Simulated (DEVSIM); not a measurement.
System: Pd/Si3N4/p-In0.53Ga0.47As capacitor, at 300 K.

```
layer (left to right)        material  thickness (nm)  Na (cm⁻³)
---------------------  --------------  --------------  ---------
1                               Si3N4            11.0          -
2                      In0.53Ga0.47As            1600     1.3e17
```

Metal gate on the left, work function 5.2 eV. Fixed charge at the semiconductor interface -3.9e11 cm⁻² (in units of +e); interface traps 2e12 cm⁻² eV⁻¹, uniform in energy, neutral level at 0.5 of the gap above the valence band.

The device is made up for the run: typed textbook-type constants, with dimensions and the other settings drawn at random. Values at 300 K.

```csv
parameter,Si3N4,In0.53Ga0.47As
gap (eV),5.1,0.74
affinity (eV),2.1,4.51
permittivity,7.5,13.9
Nc (cm⁻³),-,2.1e17
Nv (cm⁻³),-,7.7e18
```

DEVSIM, 1D Poisson equation in equilibrium, Boltzmann statistics, complete ionisation; no quantum confinement or tunnelling. Metal contacts follow the ideal Schottky-Mott rule: no Fermi-level pinning, no interface dipoles.

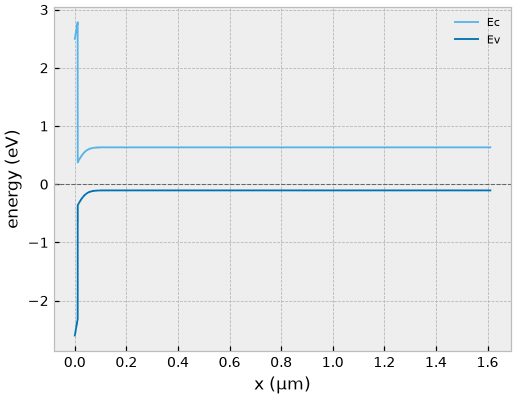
Figure. Band edges at 0.6 V on the gate

Energies count from the Fermi level of the right contact; mesh points crowd at the junctions.

```
x (μm)    Ec (eV)  Ev (eV)  n (cm⁻³)  p (cm⁻³)  field (V/cm)
--------  -------  -------  --------  --------  ------------
0.000       2.500   -2.600     < 1e2     < 1e2        260000
0.001180    2.530   -2.570     < 1e2     < 1e2        260000
0.003299    2.585   -2.515     < 1e2     < 1e2        260000
0.006687    2.672   -2.428     < 1e2     < 1e2        260000
0.009803    2.753   -2.347     < 1e2     < 1e2        260000
0.01099     2.783   -2.317     < 1e2     < 1e2        210000
0.01220     0.384   -0.356    7.4e10    8.1e12         87000
0.01637     0.419   -0.321    1.9e10    3.1e13         80000
0.02359     0.472   -0.268     2.4e9    2.5e14         68000
0.03880     0.556   -0.184     9.5e7    6.3e15         43000
0.07082     0.625   -0.115   6500000    9.1e16          7000
0.1726      0.634   -0.106   4600000    1.3e17           ≈ 0
0.3526      0.634   -0.106   4600000    1.3e17           ≈ 0
0.7316      0.634   -0.106   4600000    1.3e17           ≈ 0
1.268       0.634   -0.106   4600000    1.3e17           ≈ 0
1.449       0.634   -0.106   4600000    1.3e17           ≈ 0
1.535       0.634   -0.106   4600000    1.3e17           ≈ 0
1.575       0.634   -0.106   4600000    1.3e17           ≈ 0
1.599       0.634   -0.106   4600000    1.3e17           ≈ 0
1.606       0.634   -0.106   4600000    1.3e17           ≈ 0
1.609       0.634   -0.106   4600000    1.3e17           ≈ 0
1.611       0.634   -0.106   4600000    1.3e17           ≈ 0
```
